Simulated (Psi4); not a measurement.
**SnCl2F2 (SMILES [F][Sn]([F])([Cl])[Cl]) at HF/def2-SVP (core potential)**

What is the energy change on altering one bond length of SnCl2F2 at HF/def2-SVP (core potential)? 

Program for the calculation: Psi4 1.11.

3 further runs of the same task are left out: 3 set aside as unsound or not needed.

**1. The structure to begin with**

SnCl2F2 has 5 atoms, charge 0, and is taken as a singlet. As SMILES, `[F][Sn]([F])([Cl])[Cl]`. Geometry: relaxed at PBE0-D4/def2-TZVP.

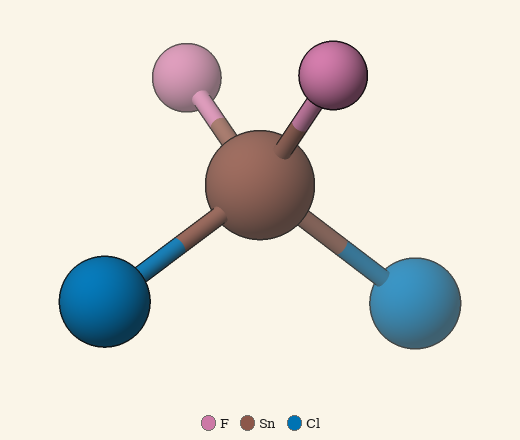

Viewed from a chosen angle; fluorine pink, tin brown, chlorine blue.

**2. Energy and gradient at HF/def2-SVP (core potential)**

cl2f2sn.py

```python
import psi4

psi4.set_memory(2200000000)
psi4.set_num_threads(1)
psi4.core.set_output_file('run.log', False)

molecule = psi4.geometry("""
0 1
F     -0.136000    -0.318500     1.871500
Sn     0.031600    -0.036600     0.013600
F      1.509000    -1.080200    -0.523100
Cl    -1.837700    -0.793000    -1.030000
Cl     0.483000     2.154700    -0.373400
symmetry c1
no_reorient
no_com
""")

psi4.set_options({
    'basis': 'def2-SVP',
    'reference': 'rhf',
    'puream': True,
    'e_convergence': 1e-09,
    'd_convergence': 1e-08,
    'scf_type': 'pk',
})

e, wfn = psi4.gradient('scf', return_wfn=True)
psi4.oeprop(wfn, 'WIBERG_LOWDIN_INDICES', 'MAYER_INDICES', 'DIPOLE')
print('gradient / Eh bohr^-1')
print(e.np.round(6))
print(f'energy = {wfn.energy():.10f} Eh')
```

The run is started by

```console
$ python cl2f2sn.py
```

run.log:

```text
[...]
    !!!  WARNING: ECP capability is in beta. Please check occupations closely.  !!!
[...]
  Running in c1 symmetry.
[...]
  Nuclear repulsion =  435.160608896010217
[...]
  Multiplicity = 1
[...]
  Nalpha       = 37
  Nbeta        = 37
[...]
    Number of basis functions: 90
[...]
   @RHF iter   1: -1330.78229761024545   -2.21019e+00   6.05192e-03 ADIIS/DIIS
[...]
   @RHF iter  12: -1330.90513740640745   -3.63798e-12   2.73120e-09 DIIS
[...]
    Orbital Energies [Eh]
    ---------------------
    Doubly Occupied:
       1A   -104.838431     2A   -104.838405     3A    -26.284813
       4A    -26.284780     5A    -10.601144     6A    -10.601138
       7A     -8.075749     8A     -8.075741     9A     -8.072664
      10A     -8.072662    11A     -8.072655    12A     -8.072655
      13A     -5.996020    14A     -4.188907    15A     -4.187675
      16A     -4.187079    17A     -1.570154    18A     -1.560279
      19A     -1.463244    20A     -1.453367    21A     -1.452904
      22A     -1.443887    23A     -1.419349    24A     -1.129676
      25A     -1.112946    26A     -0.746584    27A     -0.665833
      28A     -0.663845    29A     -0.662657    30A     -0.646026
      31A     -0.633397    32A     -0.591058    33A     -0.546246
      34A     -0.515775    35A     -0.514669    36A     -0.506867
[...]
  @RHF Final Energy: -1330.90513740640745
   => Energetics <=
    Nuclear Repulsion Energy =            435.1606088960102170
    One-Electron Energy =               -2791.6324744736457433
    Two-Electron Energy =                1025.5667281712280783
    Total Energy =                      -1330.9051374064074480
[...]
  -Total Gradient:
     Atom            X                  Y                   Z
    ------   -----------------  -----------------  -----------------
       1        0.000021432877     0.000417134610    -0.001948544092
       2       -0.003775467812     0.003820641111    -0.003726367518
       3       -0.001515631814     0.001114105683     0.000354960451
       4        0.006873348179     0.002713712484     0.003857267142
       5       -0.001603681442    -0.008065593916     0.001462684020
[...]
 Multipole Moments:
 ------------------------------------------------------------------------------------
     Multipole            Electronic (a.u.)      Nuclear  (a.u.)        Total (a.u.)
 ------------------------------------------------------------------------------------
 L = 1.  Multiply by 2.5417464519 to convert [e a0] to [Debye]
 Dipole X            :         18.4639253          -18.8551204           -0.3911951
 Dipole Y            :        -18.0391138           18.4350342            0.3959204
 Dipole Z            :         21.1920486          -21.5863415           -0.3942929
 Magnitude           :                                                    0.6820949
[...]
```

Standard output:

```text
gradient / Eh bohr^-1
[[ 2.100e-05  4.170e-04 -1.949e-03]
 [-3.775e-03  3.821e-03 -3.726e-03]
 [-1.516e-03  1.114e-03  3.550e-04]
 [ 6.873e-03  2.714e-03  3.857e-03]
 [-1.604e-03 -8.066e-03  1.463e-03]]
energy = -1330.9051374064 Eh
```

It took 7.2 s on 1 thread of Intel Xeon 6975P-C (Granite Rapids), shared host; peak memory 0.31 GiB.

**3. The distorted shape: a single-point energy at HF/def2-SVP (core potential)**

job.json

```json
{
  "schema_name": "qcschema_input",
  "schema_version": 1,
  "molecule": {
    "schema_name": "qcschema_molecule",
    "schema_version": 2,
    "symbols": ["F", "Sn", "F", "Cl", "Cl"],
    "geometry": [2.56890692, 0.54160874, 5.11428108, 2.88562502, 1.07432253, 1.60335892, 5.6775064, -0.89779565, 0.58914291, -3.4727497, -1.49855282, -1.94641791, 3.73864739, 5.21527939, 0.87203491],
    "molecular_charge": 0,
    "molecular_multiplicity": 1,
    "fix_symmetry": "c1",
    "fix_com": true,
    "fix_orientation": true
  },
  "driver": "energy",
  "model": {
    "method": "hf",
    "basis": "def2-SVP"
  },
  "keywords": {
    "puream": true,
    "e_convergence": 1e-09,
    "d_convergence": 1e-08,
    "scf_type": "pk"
  }
}
```

The run is started by

```console
$ psi4 --qcschema job.json -n 1 --memory 2200MB
```

stdout:

```text
[...]
    !!!  WARNING: ECP capability is in beta. Please check occupations closely.  !!!
[...]
  Running in c1 symmetry.
[...]
  Nuclear repulsion =  368.963089853878898
[...]
  Multiplicity = 1
[...]
  Nalpha       = 37
  Nbeta        = 37
[...]
    Number of basis functions: 90
[...]
   @RHF iter   1: -1330.46548002824784   -2.33881e+00   6.81273e-03 ADIIS/DIIS
[...]
   @RHF iter  15: -1330.71419911074645   -3.72893e-11   8.41555e-09 DIIS
[...]
    Orbital Energies [Eh]
    ---------------------
    Doubly Occupied:
       1A   -104.878921     2A   -104.756887     3A    -26.322216
       4A    -26.322185     5A    -10.641123     6A    -10.513707
       7A     -8.115655     8A     -8.112326     9A     -8.112259
      10A     -7.988318    11A     -7.985241    12A     -7.985238
      13A     -6.042582    14A     -4.235419    15A     -4.232646
      16A     -4.232136    17A     -1.606644    18A     -1.595957
      19A     -1.503793    20A     -1.498279    21A     -1.496718
      22A     -1.483234    23A     -1.459911    24A     -1.156104
      25A     -0.992031    26A     -0.773703    27A     -0.695991
      28A     -0.695102    29A     -0.691559    30A     -0.677964
      31A     -0.666283    32A     -0.602614    33A     -0.546943
      34A     -0.544309    35A     -0.413185    36A     -0.413171
[...]
  @RHF Final Energy: -1330.71419911074645
   => Energetics <=
    Nuclear Repulsion Energy =            368.9630898538788983
    One-Electron Energy =               -2658.6575413202840537
    Two-Electron Energy =                 958.9802523556587630
    Total Energy =                      -1330.7141991107464492
[...]
 Multipole Moments:
 ------------------------------------------------------------------------------------
     Multipole            Electronic (a.u.)      Nuclear  (a.u.)        Total (a.u.)
 ------------------------------------------------------------------------------------
 L = 1.  Multiply by 2.5417464519 to convert [e a0] to [Debye]
 Dipole X            :       -140.9977955          142.2217310            1.2239356
 Dipole Y            :        -82.4393357           83.6137652            1.1744295
 Dipole Z            :        -67.8725809           68.3402011            0.4676203
 Magnitude           :                                                    1.7595373
[...]
```

The result, in JSON:

```text
{
 "driver": "energy",
 "model": {
  "method": "hf",
  "basis": "def2-SVP"
 },
 "success": true,
 "return_result": -1330.7141991107464,
 "properties": {
  "calcinfo_nbasis": 90,
  "calcinfo_nmo": 90,
  "calcinfo_nalpha": 37,
  "calcinfo_nbeta": 37,
  "calcinfo_natom": 5,
  "nuclear_repulsion_energy": 368.9630898538789,
  "return_energy": -1330.7141991107464,
  "scf_one_electron_energy": -2658.657541320284,
  "scf_two_electron_energy": 958.9802523556588,
  "scf_dipole_moment": [1.223935560156093, 1.1744294500917078, 0.46762025984141076],
  "scf_total_energy": -1330.7141991107464,
  "scf_iterations": 15
 }
}
```

Wall time 3 s (1 thread of Intel Xeon 6975P-C (Granite Rapids), shared host); peak memory 0.31 GiB.

**4. Results**

At HF/def2-SVP (core potential):

| quantity | value |
| --- | --- |
| first shape: total energy | -1330.90514 Eh |
| first shape: dipole moment | 1.73 D |
| first shape: HOMO energy | -13.61 eV |
| first shape: LUMO energy | 0.76 eV |
| first shape: HOMO–LUMO gap | 14.37 eV |
| first shape: largest force on an atom | 0.430 eV/Å |
| distorted shape: total energy | -1330.71420 Eh |
| distorted shape: dipole moment | 4.47 D |
| distorted shape: HOMO energy | -9.75 eV |
| distorted shape: LUMO energy | -4.27 eV |
| distorted shape: HOMO–LUMO gap | 5.47 eV |
| energy change with the Sn2–Cl4 bond stretched from 2.271 to 4.087 Å | 5.196 eV |

What this shows: One bond (distorted shape) is far stretched, which a spin-restricted single reference describes badly; a broken-symmetry solution may lie lower. With the Sn2–Cl4 bond stretched from 2.271 to 4.087 Å the energy rises by 5.20 eV (120 kcal/mol). The first shape isn't relaxed at this level, so the change isn't measured from a minimum. A restricted reference can't describe the breaking bond well at this length. The largest force (first shape) is 0.43 eV/Å: the shape isn't a stationary point for this species at this level.
